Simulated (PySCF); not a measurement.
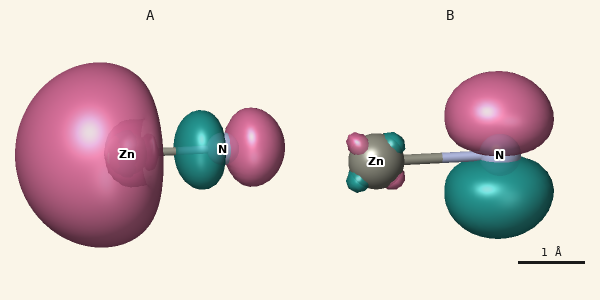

Figure. ZnN (quartet). Two frontier α-spin orbitals, each drawn at the value that holds 80 % of its norm (teal and pink are the two phases), in no order; of a degenerate pair one member is drawn.

Level of theory: PySCF, PBE0/6-31G(d,p), non-relativistic, at a bond length of 1.955 Å.

**Label each orbital by symmetry, say whether it is occupied, and order them by energy.**

Orbital B: π, occupied in this spin, −9.04 eV; mainly on N (90 %).
Orbital A: σ, occupied in this spin, −5.68 eV; mainly on Zn (85 %).
